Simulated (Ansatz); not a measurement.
**Fe3RhC, from a guessed structure to a relaxed one**

Starting from a made-up structure for Fe3RhC, the aim is the relaxed cell, its shortest contacts and, where a second run follows, its electronic structure.

Calculated with Ansatz 0.2.0; DFT, PBE, plane-wave PAW, files of the set soft_1, scalar-relativistic, ferromagnetic start, cell and ions relaxed at zero pressure; PAW set soft_1.

## 1. The structure

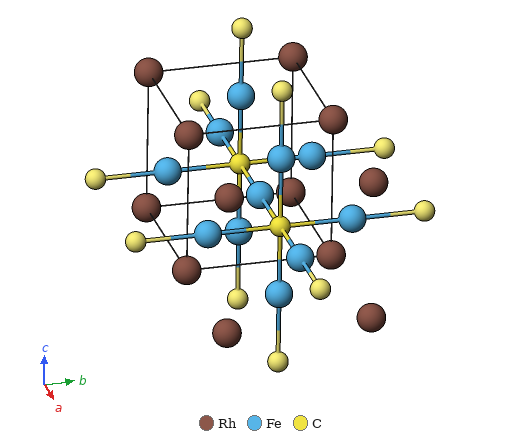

The cell as given, slightly off an axis (rhodium brown, iron blue, carbon yellow). 2×1×1 cells are drawn. Some periodic images of atoms are drawn too.

## 2. Relaxing cell and atoms

The guessed cell has no reason to be at equilibrium. It is relaxed with the atoms, within the space group of the guess.

input.yaml

```yaml
crystal:
  lattice:
    - [3.924, 0.0, 0.0]
    - [0.0, 3.924, 0.0]
    - [0.0, 0.0, 3.924]
  atoms:
    - { symbol: Rh, position: [0.0, 0.0, 0.0], spin: 0.6 }
    - { symbol: Fe, position: [0.5, 0.0, 0.5], spin: 3.0 }
    - { symbol: Fe, position: [0.5, 0.5, 0.0], spin: 3.0 }
    - { symbol: Fe, position: [0.0, 0.5, 0.5], spin: 3.0 }
    - { symbol: C, position: [0.5, 0.5, 0.5] }
magnetization:
  spin_polarized: true
kpoints:
  mp_grid: { grid: [7, 7, 7] }
scf:
  occupations: { method: fermi_dirac, width: 0.05 }
hamiltonian:
  xc: pbe
  pseudopotentials: { kind: paw, azcp: { folder: soft_1 } }
relax:
  f_tol: 0.015
  max_steps: 70
  cell: {}
output:
  forces: true
  stress: true
```

Launch:

```console
$ ansatz run input.yaml --threads 4 --pin off --max-ram 8192MiB --backend cpu --events-out ev --progress --plain --runs-dir out
```

Numbers of over 12 decimals in the logs are rounded to 6 here.

The log of the run:

```text
Engine: ansatz 0.2.0, aarch64-unknown-linux-gnu
Pseudopotentials: kind: paw
Pseudopotential: Rh, paw, valence charge 17, recommended cutoff 420 eV (normal), soft_1/Rh.paw.azcp
Pseudopotential: Fe, paw, valence charge 16, recommended cutoff 420 eV (normal), soft_1/Fe.paw.azcp
Pseudopotential: C, paw, valence charge 4, recommended cutoff 420 eV (normal), soft_1/C.paw.azcp
Functional definition: PBE
  parameter kappa = 0.804
  parameter beta = 0.066725
  exchange = pbe_x(kappa = kappa, mu = beta*pi^2/3)
  correlation = pbe_c(beta = beta)
Crystal: 5 atoms, lattice volume = 60.421 Å³
Basis set: ecut = 420 eV, 1189 PW (Γ), exchange–correlation on 54×54×54 points (8 copies of the dense FFT grid, shifted against one another)
Bands: 48, of which v1, the nominal top of the filled ones, is band 35 counted from 1 (34 counted from 0)
Symmetry: 48 space group operations
Space group: Pm-3m (ITA 221), of the structure as read, at distance tolerance 3.9e-5 Å
Magnetic group: BNS 221.92 (UNI 1594), of the structure as read, at distance tolerance 3.9e-5 Å
k-points: 20 of 343
Non-local potential: Rh, projectors of the file, l = 0: 3, l = 1: 2, l = 2: 2, l = 3: 1
Non-local potential: Fe, projectors of the file, l = 0: 3, l = 1: 2, l = 2: 3, l = 3: 1
Non-local potential: C, projectors of the file, l = 0: 2, l = 1: 2, l = 2: 1
PAW form: soft (Blöchl's): semilocal exchange-correlation on the pseudo side does not see the compensation charge
PAW one-centre angular grid: Rh, 590 points (default); XC on 64 Gauss nodes
PAW one-centre angular grid: Fe, 590 points (default); XC on 64 Gauss nodes
PAW one-centre angular grid: C, 110 points (default); XC on 64 Gauss nodes
Initial density: superposition of atomic densities (chi_scale 0.1, normalization cell, long waves kept (reshape's long-wave potential 0.01 eV rms))
Starting moments: Σ|m| = 9.6 μB on 4 of 5 sites
Initial wavefunctions: pseudopotential atomic-orbital guess
Functional: x = pbe(κ = 0.804, μ = 0.219515), c = pbe(β = 0.066725)
SCF iter   1: F=—  HF=-20095.636345 eV  |F-HF|=—  |Δ(HF+E_count)|=         —  Δρ=6.70e-2 (↑4.42e-2 ↓6.70e-2)  dr2=8.14e0  dr2_m=2.88e-1  M=9.125 μB ∫|m|=9.326 μB  β_m=0.30  ethr=3.10e-3  ⟨swp⟩=5.9  Hψ=6161  notcnv=0  defer=8
Mixer restart at iter 1: flushing history
preconditioner: auto → Kerker (q_TF=auto, 2.789 Å⁻¹)  [metal: Δε(μ)=0.022 eV  Ē_g=8.339 eV  σ=0.050 eV  W_gap=0.11  n_scr=26 (ndim 8)  ℏωp=29.1 eV  f_vac=0.000  D(μ)=5.04/eV (n_scr^D=56)]
spin=Collinear: Kerker preconditioning applied to the charge; magnetization (m = ρ↑ − ρ↓) channel mixes plain (no charge-response kernel on spin).
SCF iter   2: F=—  HF=-20093.670276 eV  |F-HF|=—  |Δ(HF+E_count)|=    1.97e0  Δρ=3.47e-2 (↑2.28e-2 ↓3.47e-2)  dr2=2.25e0  dr2_m=1.80e-1  M=9.078 μB ∫|m|=9.354 μB  β_m=0.43  ethr=3.10e-3  ⟨swp⟩=2.4  Hψ=3027  notcnv=0  defer=183
SCF iter   3: F=—  HF=-20094.010417 eV  |F-HF|=—  |Δ(HF+E_count)|=   3.40e-1  Δρ=1.25e-2 (↑9.11e-3 ↓1.25e-2)  dr2=2.08e-1  dr2_m=3.33e-2  M=8.899 μB ∫|m|=9.307 μB  β_m=0.51  ethr=3.10e-3  ⟨swp⟩=2.0  Hψ=2508  notcnv=0  defer=183
SCF iter   4: F=—  HF=-20094.456619 eV  |F-HF|=—  |Δ(HF+E_count)|=         —  Δρ=1.91e-2 (↑1.05e-2 ↓1.91e-2)  dr2=1.74e-1  dr2_m=1.02e-1  M=8.695 μB ∫|m|=9.188 μB  β_m=0.51  ethr=3.01e-4  ⟨swp⟩=2.1  Hψ=2632  notcnv=0  defer=182
Mixer restart at iter 4: flushing history
SCF iter   5: F=—  HF=-20094.555421 eV  |F-HF|=—  |Δ(HF+E_count)|=   9.88e-2  Δρ=1.24e-2 (↑9.01e-3 ↓1.24e-2)  dr2=6.36e-2  dr2_m=5.55e-2  M=8.570 μB ∫|m|=9.100 μB  β_m=0.71  ethr=2.52e-4  ⟨swp⟩=2.4  Hψ=2765  notcnv=0  defer=184
SCF iter   6: F=—  HF=-20094.591100 eV  |F-HF|=—  |Δ(HF+E_count)|=   3.57e-2  Δρ=5.03e-3 (↑3.08e-3 ↓5.03e-3)  dr2=3.71e-2  dr2_m=7.47e-4  M=8.392 μB ∫|m|=8.980 μB  β_m=0.67  ethr=9.22e-5  ⟨swp⟩=2.0  Hψ=3046  notcnv=0  defer=184
SCF iter   7: F=—  HF=-20094.575821 eV  |F-HF|=—  |Δ(HF+E_count)|=   1.53e-2  Δρ=3.43e-3 (↑2.94e-3 ↓3.43e-3)  dr2=1.44e-2  dr2_m=1.59e-3  M=8.315 μB ∫|m|=8.921 μB  β_m=0.78  ethr=5.38e-5  ⟨swp⟩=2.1  Hψ=3460  notcnv=0  defer=184
SCF iter   8: F=—  HF=-20094.582568 eV  |F-HF|=—  |Δ(HF+E_count)|=   6.75e-3  Δρ=1.82e-3 (↑1.40e-3 ↓1.82e-3)  dr2=4.33e-3  dr2_m=2.86e-4  M=8.350 μB ∫|m|=8.949 μB  β_m=0.86  ethr=2.09e-5  ⟨swp⟩=2.2  Hψ=2694  notcnv=0  defer=175
SCF iter   9: F=—  HF=-20094.583018 eV  |F-HF|=—  |Δ(HF+E_count)|=   4.50e-4  Δρ=2.09e-4 (↑1.96e-4 ↓2.09e-4)  dr2=5.26e-5  dr2_m=8.16e-6  M=8.371 μB ∫|m|=8.965 μB  β_m=0.93  ethr=6.28e-6  ⟨swp⟩=2.3  Hψ=2996  notcnv=0  defer=175
SCF iter  10: F=—  HF=-20094.582864 eV  |F-HF|=—  |Δ(HF+E_count)|=   1.54e-4  Δρ=6.11e-5 (↑5.41e-5 ↓6.11e-5)  dr2=7.61e-6  dr2_m=4.57e-7  M=8.372 μB ∫|m|=8.966 μB  β_m=0.93  ethr=7.62e-8  ⟨swp⟩=2.2  Hψ=3267  notcnv=0  defer=172
SCF iter  11: F=—  HF=-20094.582866 eV  |F-HF|=—  |Δ(HF+E_count)|=   1.17e-6  Δρ=2.16e-5 (↑1.39e-5 ↓2.16e-5)  dr2=1.21e-6  dr2_m=4.26e-8  M=8.372 μB ∫|m|=8.966 μB  β_m=0.96  ethr=1.10e-8  ⟨swp⟩=2.0  Hψ=2754  notcnv=0  defer=172
SCF iter  12: F=—  HF=-20094.582866 eV  |F-HF|=—  |Δ(HF+E_count)|=   8.34e-8  Δρ=8.89e-6 (↑6.91e-6 ↓8.89e-6)  dr2=3.06e-7  dr2_m=1.90e-9  M=8.372 μB ∫|m|=8.966 μB  β_m=0.98  ethr=1.75e-9  ⟨swp⟩=1.9  Hψ=2296  notcnv=0  defer=172
SCF iter  13: F=—  HF=-20094.582866 eV  |F-HF|=—  |Δ(HF+E_count)|=   2.95e-8  Δρ=5.25e-6 (↑2.97e-6 ↓5.25e-6)  dr2=5.00e-8  dr2_m=3.26e-9  M=8.372 μB ∫|m|=8.966 μB  β_m=0.99  ethr=4.44e-10  ⟨swp⟩=2.0  Hψ=2336  notcnv=0  defer=172
SCF iter  14: F=-20094.582866 eV  HF=-20094.582866 eV  |F-HF|=3.35e-9  |Δ(HF+E_count)|=   6.09e-9  Δρ=1.11e-6 (↑8.01e-7 ↓1.11e-6)  dr2=3.81e-9  dr2_m=4.38e-11  M=8.372 μB ∫|m|=8.966 μB  ethr=7.25e-11  ⟨swp⟩=1.9  Hψ=4885  notcnv=0
SCF 1 converged in 14 iterations: F = -20094.582866 eV  dr2 = 3.81e-9
  greatest PAW one-centre occupation: 1.001 electrons in one spin orbital (limit 2), on the Fe atom at site 2 (counted from 0), in its partial waves of l = 1
relax step   1: F+E_penalty+E_count = -20094.58286569 eV  Δ(F+E_penalty+E_count) = +0.000e0 eV  max|allowed force component| = 2.451e-28 eV/Å  Δτ_max = 0.0000 Å  P = -11.409 GPa  Ω = 60.421 Å³  (14 SCF iters, dr2 threshold 1.00e-7 eV, accepted)
Crystal: 5 atoms, lattice volume = 57.752 Å³
Basis set: ecut = 420 eV, 1141 PW (Γ), exchange–correlation on 54×54×54 points (8 copies of the dense FFT grid, shifted against one another)
Initial density: handed on by an earlier stage of this run
Starting moments: Σ|m| = 9.6 μB on 4 of 5 sites; this step starts from the density that it was given
Initial wavefunctions: those handed on with the density
[...]
SCF iter   7: F=—  HF=-20094.768937 eV  |F-HF|=—  |Δ(HF+E_count)|=   2.52e-5  Δρ=8.21e-5 (↑8.21e-5 ↓4.61e-5)  dr2=2.06e-6  dr2_m=1.75e-6  M=7.075 μB ∫|m|=7.678 μB  β_m=0.97  ethr=7.10e-7  ⟨swp⟩=1.9  Hψ=2286  notcnv=0  defer=10
SCF iter   8: F=—  HF=-20094.768937 eV  |F-HF|=—  |Δ(HF+E_count)|=   3.82e-7  Δρ=2.05e-5 (↑1.56e-5 ↓2.05e-5)  dr2=7.82e-7  dr2_m=2.09e-8  M=7.074 μB ∫|m|=7.677 μB  β_m=0.98  ethr=2.99e-9  ⟨swp⟩=2.0  Hψ=3220  notcnv=0  defer=10
SCF iter   9: F=—  HF=-20094.768937 eV  |F-HF|=—  |Δ(HF+E_count)|=   3.61e-7  Δρ=7.01e-6 (↑5.75e-6 ↓7.01e-6)  dr2=7.97e-8  dr2_m=2.55e-9  M=7.074 μB ∫|m|=7.677 μB  β_m=0.99  ethr=1.13e-9  ⟨swp⟩=2.0  Hψ=2487  notcnv=0  defer=10
SCF iter  10: F=-20094.768937 eV  HF=-20094.768937 eV  |F-HF|=1.47e-9  |Δ(HF+E_count)|=   1.10e-8  Δρ=1.40e-6 (↑1.14e-6 ↓1.40e-6)  dr2=2.30e-9  dr2_m=9.45e-11  M=7.074 μB ∫|m|=7.677 μB  ethr=1.16e-10  ⟨swp⟩=1.4  Hψ=4794  notcnv=0
SCF 3 converged in 10 iterations: F = -20094.768937 eV  dr2 = 2.30e-9
  greatest PAW one-centre occupation: 1.001 electrons in one spin orbital (limit 2), on the Fe atom at site 1 (counted from 0), in its partial waves of l = 1
relax step   3: F+E_penalty+E_count = -20094.76893690 eV  Δ(F+E_penalty+E_count) = -4.051e-2 eV  max|allowed force component| = 5.070e-29 eV/Å  Δτ_max = 0.0000 Å  P = +0.076 GPa  Ω = 55.555 Å³  energy of the carried Pulay correction = +6.377e-3 eV  (10 SCF iters, dr2 threshold 5.00e-7 eV, accepted)
[...]
relax step   4: F+E_penalty+E_count = -20094.76890243 eV  Δ(F+E_penalty+E_count) = +3.447e-5 eV  max|allowed force component| = 1.409e-28 eV/Å  Δτ_max = 0.0000 Å  P = -0.014 GPa  Ω = 55.585 Å³  energy of the carried Pulay correction = +6.337e-3 eV  (10 SCF iters, dr2 threshold 1.45e-8 eV, accepted)
[...]
relax step   5: F+E_penalty+E_count = -20094.76336165 eV  Δ(F+E_penalty+E_count) = +5.541e-3 eV  max|allowed force component| = 1.405e-28 eV/Å  Δτ_max = 0.0000 Å  P = -0.069 GPa  Ω = 55.585 Å³  stress off target by 6.89e-2 GPa  SCF on the basis re-selected at this cell (its energy is not comparable with the rows above)  (11 SCF iters)
[...]
relax step   6: F+E_penalty+E_count = -20094.76339539 eV  Δ(F+E_penalty+E_count) = -3.373e-5 eV  max|allowed force component| = 5.969e-29 eV/Å  Δτ_max = 0.0000 Å  P = -0.000 GPa  Ω = 55.562 Å³  energy of the carried Pulay correction = +2.891e-5 eV  (9 SCF iters, dr2 threshold 1.19e-8 eV, accepted)
iter 1 solved again at ethr=1.92e-8 eV; its pass at ethr=3.10e-3 eV (dr2=1.33e-5 eV) is discarded
SCF iter   1: F=—  HF=-20094.763399 eV  |F-HF|=—  |Δ(HF+E_count)|=         —  Δρ=8.21e-7 (↑8.21e-7 ↓6.36e-7)  dr2=7.19e-11  dr2_m=2.47e-10  M=7.075 μB ∫|m|=7.677 μB  β_m=0.65  ethr=1.92e-8  ⟨swp⟩=3.5  Hψ=12040  notcnv=0
eigensolver tolerance schedule: the retry pair's looser diagonalisation over-reported the residual by 184279.51 of it (diagonalisation noise at an unbounded share of the residual, at the tolerance the schedule requests for it); recorded, not acted on — ethr = c·dr2/N_el stays at c = 1.0e-1
preconditioner: auto → none  [metal: Δε(μ)=0.001 eV  Ē_g=8.807 eV  σ=0.050 eV  W_gap=0.01  n_scr=6 (ndim 8)  ℏωp=30.3 eV  f_vac=0.000  D(μ)=5.70/eV (n_scr^D=80)]
SCF iter   2: F=—  HF=-20094.763395 eV  |F-HF|=—  |Δ(HF+E_count)|=   3.79e-6  Δρ=6.63e-7 (↑6.63e-7 ↓4.41e-7)  dr2=2.15e-10  dr2_m=1.21e-10  M=7.075 μB ∫|m|=7.677 μB  β_m=0.34  ethr=1.00e-12  ⟨swp⟩=3.4  Hψ=4763  notcnv=0
SCF iter   3: F=—  HF=-20094.763395 eV  |F-HF|=—  |Δ(HF+E_count)|=  2.91e-11  Δρ=2.44e-7 (↑2.40e-7 ↓2.44e-7)  dr2=3.91e-11  dr2_m=2.31e-11  M=7.075 μB ∫|m|=7.677 μB  β_m=0.63  ethr=1.00e-12  ⟨swp⟩=1.0  Hψ=1920  notcnv=0
SCF iter   4: F=—  HF=-20094.763395 eV  |F-HF|=—  |Δ(HF+E_count)|=  4.37e-11  Δρ=2.78e-7 (↑2.78e-7 ↓1.46e-7)  dr2=1.08e-11  dr2_m=2.14e-11  M=7.075 μB ∫|m|=7.677 μB  β_m=0.62  ethr=1.00e-12  ⟨swp⟩=1.0  Hψ=1920  notcnv=0
SCF iter   5: F=—  HF=-20094.763395 eV  |F-HF|=—  |Δ(HF+E_count)|=  7.28e-12  Δρ=1.42e-7 (↑1.09e-7 ↓1.42e-7)  dr2=1.17e-11  dr2_m=6.79e-12  M=7.075 μB ∫|m|=7.677 μB  β_m=0.81  ethr=1.00e-12  ⟨swp⟩=1.0  Hψ=1920  notcnv=0
SCF iter   6: F=—  HF=-20094.763395 eV  |F-HF|=—  |Δ(HF+E_count)|=  3.27e-11  Δρ=8.82e-8 (↑4.07e-8 ↓8.82e-8)  dr2=3.83e-12  dr2_m=1.61e-12  M=7.075 μB ∫|m|=7.677 μB  β_m=0.70  ethr=1.00e-12  ⟨swp⟩=1.4  Hψ=1944  notcnv=0
SCF iter   7: F=-20094.763395 eV  HF=-20094.763395 eV  |F-HF|=1.82e-11  |Δ(HF+E_count)|=    0.00e0  Δρ=1.09e-7 (↑5.98e-8 ↓1.09e-7)  dr2=2.24e-11  dr2_m=5.70e-13  M=7.075 μB ∫|m|=7.677 μB  ethr=1.00e-12  ⟨swp⟩=2.0  Hψ=4805  notcnv=0
SCF 7 converged in 7 iterations: F = -20094.763395 eV  dr2 = 2.24e-11
relax step   7: F+E_penalty+E_count = -20094.76339539 eV  Δ(F+E_penalty+E_count) = -8.033e-9 eV  max|allowed force component| = 1.299e-29 eV/Å  Δτ_max = 0.0000 Å  P = -0.001 GPa  Ω = 55.562 Å³  stress off target by 6.84e-4 GPa  SCF on the basis re-selected at this cell (its energy is not comparable with the rows above)  (7 SCF iters)
basis re-selected at this cell: Δ(F+E_penalty+E_count) = -8.033e-9 eV, ΔP = -0.001 GPa vs the last step (what re-selecting the basis moved, of the pressure what is left beyond the Pulay correction that the steps carried, after the strain that the cell walked since its last selection, with what the two solves' SCF thresholds leave and, on support functions, any second-order correction that the steps lacked; it is no m [...]
SCF converged after 7 iterations
Magnetization: 7.0747 μB (38.0374 up, 30.9626 down)
Absolute magnetization: 7.6772 μB (∫|ρ↑−ρ↓|, with the PAW one-centre terms)
Spin contamination: 0.1582 ħ² per cell (⟨S²⟩ above its minimum at these occupations)
Per-site moments (μB) at R_I (Å): [(0.868546, 1.113018), (1.985746, 0.787023), (1.985746, 0.787023), (1.985746, 0.787023), (-0.127861, 0.787023)]
Free energy (F): -20094.763395 eV
Harris-Foulkes:  -20094.763395 eV  (|F-HF|=1.82e-11)
Internal energy: -20094.717013 eV  (E = F + TS)
E sigma→0 (E₀):  -20094.740204 eV
Entropy (-TS):   -0.046383 eV (-9.277 meV/atom)
Fermi energy:    18.134606 eV
--- Per-component energies (eV) ---
  E_band       = -784.512357
  E_kinetic    = 1613.721935
  E_local      = -8356.525584  (includes V_loc(G=0)·N_el)
  E_nonlocal   = 1190.511230
  E_hartree    = 3386.325153
  E_xc         = -580.683767
  E_vxc        = -737.580041  (∫ρ·V_xc dr)
  E_paw        = -7846.552569  (= ΣΔE_a)
  E_vpaw       = -1267.288071  (= ΣTr[D̂ρ^β])
  E_aug_tail   = -0.001998  (compensation charges beyond the density's cutoff)
  E_ewald      = -9501.511413
  E_smearing   = -0.046383  (= −TS)
  E_closure    = 0.000000  (closes the sum)
  Σ components = -20094.763395   (vs F -20094.763395, Δ=0.00e0)
--- Forces (eV/Å), atoms counted from 1 ---
  atom   1  Rh    -0.00000000    -0.00000000     0.00000000
  atom   2  Fe     0.00000000     0.00000000     0.00000000
  atom   3  Fe     0.00000000     0.00000000    -0.00000000
  atom   4  Fe    -0.00000000     0.00000000    -0.00000000
  atom   5  C     -0.00000000     0.00000000     0.00000000
  max |Σ_I F_I| component: 1.92e-29 eV/Å
--- Stress (GPa, compression-positive) ---
       -0.000684      -0.000000      -0.000000
       -0.000000      -0.000684      -0.000000
       -0.000000      -0.000000      -0.000684
  P = ⅓ Tr σ = -0.0007 GPa (-0.007 kbar)
--- Relaxed structure (5 steps of the walk, 5 accepted, 2 SCFs on fresh bases) ---
  F+E_penalty+E_count = -20094.76339539 eV   max|allowed force component| = 1.299e-29 eV/Å   (the final SCF, on the basis selected at the relaxed cell)
  cell:  # Å, volume = 55.5622 Å³
    - [3.815867, 0, 0]
    - [0, 3.815867, 0]
    - [0, 0, 3.815867]
  atoms:
    - { symbol: Rh, position: [0, 0, 0] }
    - { symbol: Fe, position: [0.5, 0, 0.5] }
    - { symbol: Fe, position: [0.5, 0.5, 0] }
    - { symbol: Fe, position: [0, 0.5, 0.5] }
    - { symbol: C, position: [0.5, 0.5, 0.5] }
```

Run time: 15 s. Hardware: 4 threads of Arm Neoverse V2, shared host; peak memory 0.44 GiB; 56 s of CPU time.

Relaxation path:

```
step  energy less that of the first step (eV)  largest force component (eV/Å)  pressure (GPa)  volume (Å³)
   1                                   0.0000                          0.0000          -11.41        60.42
   2                                  -0.1456                          0.0000           -5.39        57.75
   3                                  -0.1861                          0.0000            0.08        55.56
   4                                  -0.1860                          0.0000           -0.01        55.58
  5*                                  -0.1805                          0.0000           -0.07        55.58
   6                                  -0.1805                          0.0000            0.00        55.56
  7*                                  -0.1805                          0.0000            0.00        55.56
```

Relaxation steps marked * repeat the geometry before them on a plane-wave basis chosen anew for their cell, so energy and pressure can jump there.

The run keeps the 48 symmetry operations that it works with, so distortions that break them were not tested.

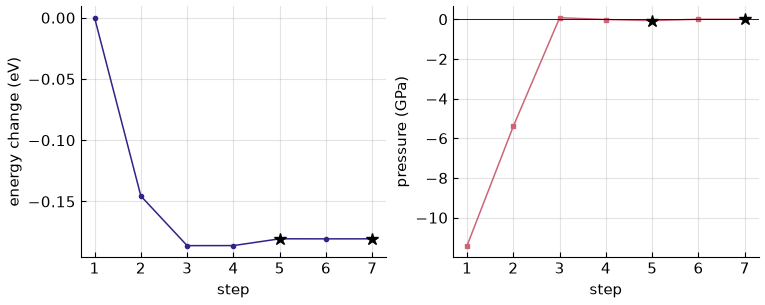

Energy and pressure along the relaxation. Stars mark steps on a basis chosen anew.

```
conventional cell, symmetrised  before  after  change
                         a (Å)   3.924  3.816  -2.8 %
                         b (Å)   3.924  3.816  -2.8 %
                         c (Å)   3.924  3.816  -2.8 %
              volume (Å³/atom)   12.08  11.11  -8.0 %
```

The relaxed structure:

```xyz
5
Lattice="3.8159 0.0000 0.0000 0.0000 3.8159 0.0000 0.0000 0.0000 3.8159" Properties=species:S:1:pos:R:3 pbc="T T T"
Rh    0.0000    0.0000    0.0000
Fe    1.9079    0.0000    1.9079
Fe    1.9079    1.9079    0.0000
Fe    0.0000    1.9079    1.9079
C     1.9079    1.9079    1.9079
```

Numbers from this step:

| Quantity | Value |
| --- | --- |
| free energy | -20094.7634 eV |
| energy at zero smearing | -20094.7402 eV |
| smearing term TS | 0.04638 eV |
| Fermi energy | 18.13 eV |
| magnetization | 7.075 μB |
| absolute magnetization | 7.677 μB |
| site moments | 0.8685, 1.986, 1.986, 1.986, -0.1279 μB |
| electrons | 69 |
| symmetry operations | 48 |
| pressure | -6.84e-4 GPa |

Site moment by atom:

```
atom  site moment (μB)
 Rh1              0.87
 Fe2              1.99
 Fe3              1.99
 Fe4              1.99
  C5             -0.13
```

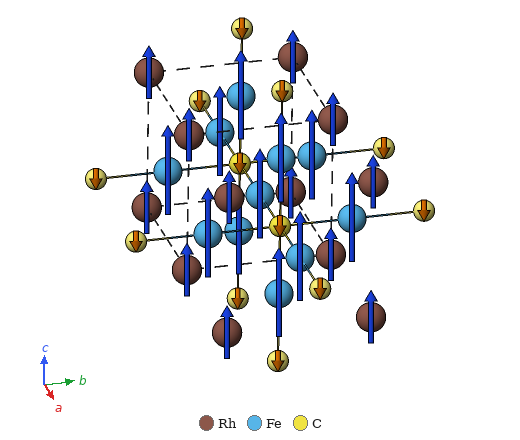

Site moment as arrows, the longest 1.99 μB. Up and down stand for the sign. Arrows give size and sign along the axis of quantisation, drawn up and down the page. Each arrow also spans its atom, so small moments look longer than they are. The two directions have two colours. 2×1×1 cells are drawn. Some periodic images of atoms are drawn too.

The shortest distance of each pair, which need not be the same contact before and after:

```
 pair  guess (Å)  relaxed (Å)
 C–Fe      1.962        1.908
Fe–Rh      2.775        2.698
Fe–Fe      2.775        2.698
 C–Rh      3.398        3.305
Rh–Rh      3.924        3.816
```

The relaxation ends with a pressure of 0.00 GPa.

## 3. Outcome

```json
{
 "space group, relaxed": "Pm-3m",
 "conventional cell": "a = 3.816, b = 3.816, c = 3.816 Å; α = 90.0°, β = 90.0°, γ = 90.0°",
 "volume per atom": "11.11 Å³ (guess 12.08)",
 "total moment": "7.07 μB in the cell of 5 atoms"
}
```

What this shows: Fe3RhC relaxes to Pm-3m with a = 3.816, b = 3.816 and c = 3.816 Å. The guessed volume was 9 % too large. The space group Pm-3m was held in the relaxation, so the end point is a stationary structure within it and may be a saddle against distortions or other arrangements. The input starts from parallel moments, and no other start was typed. Mesh and cutoff weren't tested. No dispersion term is used, so weakly bound directions may come out too long. Nothing here tests whether the compound is stable against decomposition.

[Logs are printed without paths, hosts, clocks, repeated set-up lines and the standing remarks that a program may print on its own settings, such as how far it seeks lower states.]

[Hosts, paths, dates, database ids (printed as entryN), source tags and the programs' standing remarks are cut or masked in the printed files.]
